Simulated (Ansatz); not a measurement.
The calculation's input:

```
crystal:
  periodic: [false, false, false]
  atoms:
    - { symbol: "N", position_ang: [-0.7955, 2.25, 0.2745] }
    - { symbol: Si, position_ang: [-0.3732, 0.7906, -0.3566] }
    - { symbol: S, position_ang: [1.06938, 1.31772, -1.77308] }
    - { symbol: Si, position_ang: [1.20779, -0.65235, -2.63502] }
    - { symbol: H, position_ang: [-1.2019, 2.1402, 1.1848] }
    - { symbol: H, position_ang: [-1.6156, 2.6764, -0.288] }
    - { symbol: H, position_ang: [-1.58919, 0.1672, -0.96063] }
    - { symbol: H, position_ang: [0.20935, -0.00247, 0.68604] }
    - { symbol: H, position_ang: [1.69422, -1.5253, -1.49421] }
    - { symbol: H, position_ang: [2.27855, -0.64569, -3.6569] }
    - { symbol: H, position_ang: [-0.03816, -1.09055, -3.11689] }
basis:
  gaussian: { orbitals: "6-31G*" }
hamiltonian:
  xc: revpbe
relax:
  f_tol: 0.015
  max_steps: 40
output:
  orbitals: {}
```

Launched as:

```sh
ansatz run input.yaml --threads 1 --pin off --max-ram 2048MiB --backend cpu --events-out ev --progress --plain --runs-dir out
```

The fields are those of the relaxed geometry.

Level of theory: RKS revPBE/6-31G* in Ansatz 0.2.0.

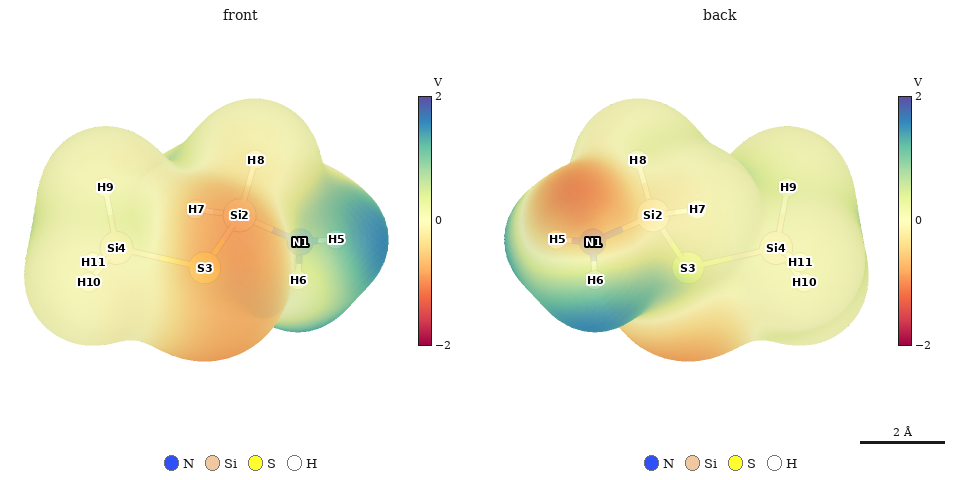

H7NSSi2 (SMILES N[SiH2]S[SiH3]). The electrostatic potential painted on the density surface at 0.001 e/bohr³, seen from the front and from behind; the colour scale runs from red (negative) to blue (positive).

Describe the electrostatic potential map.

Answer. The most negative region (about −1.0 V) lies over N1, the most positive (about +1.6 V) over H5 and H6. N1 is the likeliest acceptor of a hydrogen bond.
